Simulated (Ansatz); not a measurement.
**One shape, several levels: [OF2]+ (SMILES F[O+]F)**

Aim: a comparison of 6 runs (U-revPBE/STO-3G, UB3LYP/STO-3G, UCAM-B3LYP/STO-3G, UHSE06/STO-3G, RPA@PBE/STO-3G, UCCSD/STO-3G) of [OF2]+. 

The calculation is run with Ansatz 0.2.0.

16 further runs of the same task are left out: 13 that didn't finish, 3 set aside as unsound or not needed.

**1. Starting point**

[OF2]+: 3 atoms, total charge +1, spin state doublet. As SMILES, `F[O+]F`. The O2–F1 distance was set to 1.931 Å, away from the relaxed value. At this shape a bond of the SMILES string is far longer than usual.

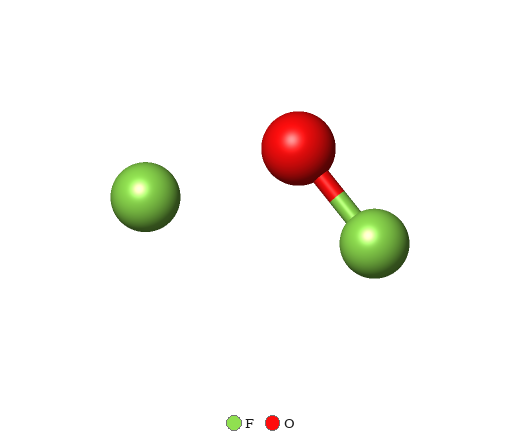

The structure, seen from a chosen angle (fluorine green, oxygen red).

**2. A single-point energy at U-revPBE/STO-3G (run 1)**

Input file run.yaml:

```yaml
crystal:
  periodic: [false, false, false]
  atoms:
    - {symbol: F, position_ang: [1.392201, -0.691533, 0.691705]}
    - {symbol: O, position_ang: [0.000600, 0.484920, 0.053430]}
    - {symbol: F, position_ang: [-0.928920, -0.185540, -0.532380]}
basis:
  gaussian: {orbitals: STO-3G}
total_charge: 1
magnetization: {spin_polarized: true, initial_magnetization: 1}
hamiltonian: {xc: {name: revPBE}}
accuracy: high
```

Started as:

```bash
ansatz run run.yaml --threads 1 --pin off --max-ram 2610MiB --events-out events.jsonl --progress --plain --runs-dir runs
```

The log of the run:

```text
Warning: RAYON_NUM_THREADS=1 ignored (pool sized by the plan → 1); use --threads N
Functional definition: revPBE
  name "revPBE"
  parameter kappa = 1.245
  parameter beta = 0.06672455060314922
  exchange = pbe_x(kappa = kappa, mu = beta*pi^2/3)
  correlation = pbe_c(beta = beta)
245 factors; integrals over basis functions are off by at most 3.7e-8 eV
mean field evaluation 1: about -7346.9920 eV, gradient 3.1e1 eV
mean field evaluation 2: about -7146.2319 eV, gradient 2.3e1 eV
mean field evaluation 4: about -7329.5521 eV, gradient 2.0e1 eV
mean field evaluation 8: about -7357.7581 eV, gradient 2.1e-1 eV
mean field evaluation 16: about -7357.8237 eV, gradient 3.9e-1 eV
mean field evaluation 32: about -7337.5432 eV, gradient 3.6e1 eV
mean field evaluation 64: about -7357.7888 eV, gradient 1.8e0 eV
mean field evaluation 96: about -7356.9203 eV, gradient 1.4e-4 eV
mean field evaluation 128: about -7357.5541 eV, gradient 1.3e0 eV
mean field evaluation 160: about -7357.8029 eV, gradient 2.7e-1 eV
mean field evaluation 192: about -7357.2607 eV, gradient 5.8e0 eV
mean field evaluation 224: about -7357.5324 eV, gradient 9.0e-1 eV
mean field -7357.86857137 eV, -270.3966826553 hartree, gradient 2.4e-8 eV, S^2 1.340779; 18 other end points of the search recorded, 0 dependent functions left out
reference -7357.86857207 eV, -270.3966826812 hartree; 13, 12 occupied and 2, 3 virtual orbitals, 245 factors
Total energy: -7357.86857207 eV, -270.3966826812 hartree
```

It took 9.3 s on 1 thread of Arm Neoverse V1, shared host; peak memory 0.11 GiB.

**3. The energy at UB3LYP/STO-3G (run 2)**

Input file input.yaml:

```yaml
crystal:
  periodic: [false, false, false]
  atoms:
    - symbol: F
      position_ang: [1.392201, -0.691533, 0.691705]
    - symbol: O
      position_ang: [0.000600, 0.484920, 0.053430]
    - symbol: F
      position_ang: [-0.928920, -0.185540, -0.532380]
basis:
  gaussian: {orbitals: STO-3G}
total_charge: 1
magnetization: {spin_polarized: true, initial_magnetization: 1}
hamiltonian: {xc: {name: B3LYP}}
accuracy: high
```

Started as:

```bash
ansatz run input.yaml --threads 1 --pin off --max-ram 2610MiB --events-out events.jsonl --progress --plain --runs-dir runs
```

The log of the run:

```text
Warning: RAYON_NUM_THREADS=1 ignored (pool sized by the plan → 1); use --threads N
Functional definition: B3LYP
  name "B3LYP"
  parameter a0 = 0.2
  parameter ax = 0.72
  parameter ac = 0.81
  exchange = (1 - a0 - ax)*slater_x + ax*b88_x + a0*exact_x
  correlation = (1 - ac)*vwn_rpa_c + ac*lyp_c
245 factors; integrals over basis functions are off by at most 3.7e-8 eV
mean field evaluation 1: about -7344.7616 eV, gradient 3.1e1 eV
mean field evaluation 2: about -7150.2887 eV, gradient 3.7e1 eV
mean field evaluation 4: about -7331.5080 eV, gradient 1.7e1 eV
mean field evaluation 8: about -7357.4460 eV, gradient 2.4e0 eV
mean field evaluation 16: about -7358.1323 eV, gradient 6.7e-3 eV
mean field evaluation 32: about -7351.7874 eV, gradient 2.3e1 eV
mean field evaluation 64: about -7357.9693 eV, gradient 6.2e-1 eV
mean field evaluation 96: about -7358.1303 eV, gradient 1.3e-1 eV
mean field -7358.13230375 eV, -270.4063746417 hartree, gradient 1.4e-8 eV, S^2 1.631277; 10 other end points of the search recorded, 0 dependent functions left out
reference -7358.13231662 eV, -270.4063751145 hartree; 13, 12 occupied and 2, 3 virtual orbitals, 245 factors
Total energy: -7358.13231662 eV, -270.4063751145 hartree
```

Run time: 12 s. Hardware: 1 thread of Arm Neoverse V1, shared host; peak memory 0.11 GiB.

Run 3 isn't shown in full; the table further down has it.

**4. The energy at UHSE06/STO-3G (run 4)**

input.yaml: that of step 3 with these lines changed.

```diff
@@ -13,3 +13,3 @@
 magnetization: {spin_polarized: true, initial_magnetization: 1}
-hamiltonian: {xc: {name: B3LYP}}
+hamiltonian: {xc: hse06}
 accuracy: high
```

Started as:

```bash
ansatz run input.yaml --threads 1 --pin off --max-ram 2610MiB --events-out events.jsonl --progress --plain --runs-dir runs
```

The log of the run:

```text
Warning: RAYON_NUM_THREADS=1 ignored (pool sized by the plan → 1); use --threads N
Functional definition: HSE06
  name "HSE06"
  parameter a = 0.25
  parameter omega = 0.11/bohr
  exchange = pbe_x - a*pbe_x_sr(omega) + a*exact_x_sr(omega)
  correlation = pbe_c
245 factors; integrals over basis functions are off by at most 3.7e-8 eV
40 factors; integrals over basis functions are off by at most 3.4e-10 eV
mean field evaluation 1: about -7338.7962 eV, gradient 3.1e1 eV
mean field evaluation 2: about -7144.7601 eV, gradient 3.5e1 eV
mean field evaluation 4: about -7325.8463 eV, gradient 1.6e1 eV
mean field evaluation 8: about -7351.5903 eV, gradient 2.6e0 eV
mean field evaluation 16: about -7352.4616 eV, gradient 3.9e-2 eV
mean field evaluation 32: about -7351.7205 eV, gradient 3.7e0 eV
mean field evaluation 64: about -7352.3461 eV, gradient 1.5e-6 eV
mean field evaluation 96: about -7352.0905 eV, gradient 1.3e-2 eV
mean field evaluation 128: about -7352.3984 eV, gradient 7.0e-1 eV
mean field -7352.46179555 eV, -270.1979873089 hartree, gradient 2.2e-8 eV, S^2 1.672262; 11 other end points of the search recorded, 0 dependent functions left out
reference -7352.46179612 eV, -270.1979873297 hartree; 13, 12 occupied and 2, 3 virtual orbitals, 245 factors
Total energy: -7352.46179612 eV, -270.1979873297 hartree
```

Wall time 17 s (1 thread of Arm Neoverse V1, shared host); peak memory 0.11 GiB.

Run 5 isn't shown in full; the table further down has it.

**5. The energy at UCCSD/STO-3G (run 6)**

Input file input.yaml:

```yaml
crystal:
  periodic: [false, false, false]
  atoms:
    - {symbol: F, position_ang: [1.392201, -0.691533, 0.691705]}
    - {symbol: O, position_ang: [0.000600, 0.484920, 0.053430]}
    - {symbol: F, position_ang: [-0.928920, -0.185540, -0.532380]}
basis:
  gaussian:
    orbitals: STO-3G
accuracy: high
correlation:
  method: ccsd
  frozen_orbitals: {F: 1, O: 1}
scf:
  omitted_lower_state_checks: [cluster_reference, increment]
total_charge: 1
magnetization:
  spin_polarized: true
  initial_magnetization: 1
```

Started as:

```bash
ansatz run input.yaml --threads 1 --pin off --max-ram 2610MiB --events-out events.jsonl --progress --plain --runs-dir runs
```

The log of the run:

```text
Warning: RAYON_NUM_THREADS=1 ignored (pool sized by the plan → 1); use --threads N
[... 19 lines left out ...]
3 core orbitals not correlated: weight in the atoms' cores, before any rotation towards them, 1.000 or more for the frozen orbitals, at most 0.000 for the correlated occupied ones
[... 177 lines left out ...]
Total energy: -7334.43824549 eV, -269.5356340610 hartree
Checks for a lower state left out: cluster_reference, increment
```

It took 1.2 s on 1 thread of Arm Neoverse V1, shared host.

**6. The series**

```tsv
run	level	frozen core orbitals	energy (Eh)	⟨S²⟩	wall time
1	U-revPBE/STO-3G	–	-270.396683	1.341	9.3 s
2	UB3LYP/STO-3G	–	-270.406375	1.631	12 s
3	UCAM-B3LYP/STO-3G	–	-270.316335	1.676	30 s
4	UHSE06/STO-3G	–	-270.197987	1.672	17 s
5	RPA@PBE/STO-3G	3	-269.650993	1.309	9.9 s
6	UCCSD/STO-3G	3	-269.535634	1.771	1.2 s
```

**7. Results**

| quantity | value |
| --- | --- |
| run 6: total energy | -269.53563 Eh |
| run 6: correlation energy (3 core orbitals frozen) | -94.7 mEh |
| run 6: ⟨S²⟩ of the reference determinant | 1.771 |
| run 6: T1 diagnostic | 0.119 |

What this shows: Totals of different functionals can't be ranked against each other. In runs 1, 2, 3, 4, 5, 6 the basis is minimal, so the values are rough. Spin contamination of the reference: run 6 ⟨S²⟩ = 1.77, run 3 ⟨S²⟩ = 1.68, run 4 ⟨S²⟩ = 1.67, run 2 ⟨S²⟩ = 1.63, run 1 ⟨S²⟩ = 1.34, run 5 ⟨S²⟩ = 1.31. Where it is this large, the reference is a mixture of spin states, and values that rest on it are in doubt. All runs together took 78 s, the longest 30 s.
